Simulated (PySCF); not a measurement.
**SiH4S (Si(SH)H3) at 6 levels**

Wanted: a comparison of 6 runs (B2PLYP/STO-6G, M06-2X/STO-6G, CCSDT/STO-6G, CCSDTQ/STO-6G, NEVPT2(2,2)/STO-6G, CISD/STO-6G) of SiH4S (Si(SH)H3). Input form: a Python script.

The results are computed with PySCF 2.14.0.

2 further runs of the same task are left out: 2 set aside as unsound or not needed.

## Step 1: The molecule

SiH4S has 6 atoms, charge 0, and is taken as a singlet. SMILES: `[H][Si]([H])([H])S`. The Si1–H4 distance was set to 2.177 Å, away from the relaxed value. At this shape a bond of the SMILES string is far longer than usual.

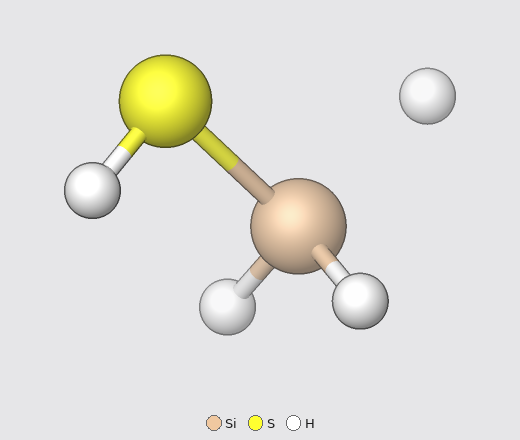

The structure, seen from a chosen angle (silicon light orange, sulfur yellow, hydrogen white).

## Step 2: A single-point energy at B2PLYP/STO-6G (run 1)

File start.xyz:

```xyz
6
H4SSi
Si    -0.501166    -0.011465    -0.361901
S     -0.448656     0.022895     1.784149
H     -1.759186     0.062985     1.977919
H      1.606010    -0.020690    -0.909950
H     -1.205606     1.183675    -0.807481
H     -1.203276    -1.222025    -0.769341
```

File input.py:

```python
from pyscf import gto, dft, mp

molecule = gto.M(
    atom='start.xyz',
    charge=0,
    max_memory=1860,
    spin=0,
    basis='sto-6g',
    verbose=3,
)

calc0 = dft.RKS(molecule)
calc0.xc = '0.53*HF + 0.47*B88, 0.73*LYP'
calc0.grids.level = 5
calc0.conv_tol = 1e-10
calc0.kernel()
if not calc0.converged:
    calc0 = calc0.newton().run(calc0.mo_coeff, calc0.mo_occ)

pt = mp.MP2(calc0, frozen=10).run()
etot = calc0.e_tot + 0.27 * pt.e_corr
print('PT2 part  %.8f' % (0.27 * pt.e_corr))
print('Final energy', etot)
```

Run with:

```
$ OMP_NUM_THREADS=1 python input.py
```

What it wrote:

```text
converged SCF energy = -687.167061240044
E(RMP2) = -687.279003273966  E_corr = -0.111942033922539
E(SCS-RMP2) = -687.297148881019  E_corr = -0.130087640975001
PT2 part  -0.03022435
Final energy -687.1972855892028
```

It took 4.2 s on 1 thread of Arm Neoverse V1, shared host; peak memory 0.21 GiB.

## Step 3: The energy at M06-2X/STO-6G (run 2)

File job.py:

```python
from pyscf import gto, dft

mol = gto.M(
    atom='''
Si  -0.501166  -0.011465  -0.361901
S   -0.448656   0.022895   1.784149
H   -1.759186   0.062985   1.977919
H    1.606010  -0.020690  -0.909950
H   -1.205606   1.183675  -0.807481
H   -1.203276  -1.222025  -0.769341
''',
    basis='sto-6g',
    verbose=3,
    max_memory=1860,
    charge=0,
)

ks = dft.RKS(mol)
ks.xc = 'm06-2x'
ks.conv_tol = 1e-10
ks.grids.level = 5
ks.kernel()
if not ks.converged:
    ks = ks.newton().run(ks.mo_coeff, ks.mo_occ)

e_tot = ks.e_tot
print(f'total energy: {e_tot:.8f} hartree')
```

Run with:

```
$ OMP_NUM_THREADS=1 python job.py
```

What it wrote:

```text
converged SCF energy = -687.442723673217
total energy: -687.44272367 hartree
```

Run time: 5.1 s. Hardware: 1 thread of Arm Neoverse V1, shared host; peak memory 0.21 GiB.

Runs 3 to 5 aren't shown in full; the table further down has their settings and results.

## Step 4: A single-point energy at CISD/STO-6G (run 6)

File input.py:

```python
from pyscf import gto, scf, ci

mol = gto.M(
    atom=[
    ('Si', (-0.501166, -0.011465, -0.361901)),
    ('S', (-0.448656, 0.022895, 1.784149)),
    ('H', (-1.759186, 0.062985, 1.977919)),
    ('H', (1.606010, -0.020690, -0.909950)),
    ('H', (-1.205606, 1.183675, -0.807481)),
    ('H', (-1.203276, -1.222025, -0.769341)),
],
    verbose=4,
    basis='sto-6g',
    charge=0,
    max_memory=1860,
    spin=0,
)

mf = scf.RHF(mol)
mf.conv_tol = 1e-10
mf.kernel()
if not mf.converged:
    mf = mf.newton().run(mf.mo_coeff, mf.mo_occ)

cisd = ci.CISD(mf, frozen=10)
cisd.kernel()
e_final = cisd.e_tot
print('E = %.10f Eh' % e_final)
```

Run with:

```
$ OMP_NUM_THREADS=1 python input.py
```

What it wrote:

```text
PySCF version 2.14.0

[... 56 lines left out ...]
converged SCF energy = -686.260511684345
[... 1 line left out ...]
******** <class 'pyscf.ci.cisd.RCISD'> ********
CISD nocc = 7, nmo = 12
frozen orbitals 10
max_cycle = 50
direct = 0
conv_tol = 1e-09
max_cycle = 50
max_space = 12
lindep = 0
nroots = 1
Init t2, MP2 energy = -0.0839548602355633
RCISD converged
E(RCISD) = -686.380381049622  E_corr = -0.119869365277055
E = -686.3803810496 Eh
```

Wall time 1.1 s (1 thread of Arm Neoverse V1, shared host); peak memory 0.1 GiB.

## Step 5: The series

| run | level | frozen core orbitals | integration grid | energy (Eh) | dipole moment (D) of the reference | HOMO energy (eV) | LUMO energy (eV) | wall time |
| --- | --- | --- | --- | --- | --- | --- | --- | --- |
| 1 | B2PLYP/STO-6G | 10 | 5 | -687.197286 | 1.59 | -4.93 | 3.48 | 4.2 s |
| 2 | M06-2X/STO-6G | – | 5 | -687.442724 | 1.53 | -4.94 | 3.01 | 5.1 s |
| 3 | CCSDT/STO-6G | 10 | – | -686.391992 | 1.72 | -7.14 | 6.14 | 1.4 s |
| 4 | CCSDTQ/STO-6G | 10 | – | -686.392023 | 1.72 | -7.14 | 6.14 | 14 s |
| 5 | NEVPT2(2,2)/STO-6G | – | – | -686.371455 | 1.72 | -7.14 | 6.14 | 1.3 s |
| 6 | CISD/STO-6G | 10 | – | -686.380381 | 1.72 | -7.14 | 6.14 | 1.1 s |

## Step 6: Outcome

```
                                           quantity          value
                                run 6: total energy  -686.38038 Eh
        run 6: dipole moment (Hartree–Fock density)         1.72 D
         run 6: HOMO energy (Hartree–Fock orbitals)       -7.14 eV
         run 6: LUMO energy (Hartree–Fock orbitals)        6.14 eV
       run 6: HOMO–LUMO gap (Hartree–Fock orbitals)       13.27 eV
run 6: correlation energy (10 core orbitals frozen)     -119.9 mEh
```

In words: Totals of different functionals can't be ranked against each other. In runs 1, 2, 3, 4, 5, 6 the basis is minimal, so the values are rough. All runs together took 27 s, the longest 14 s.
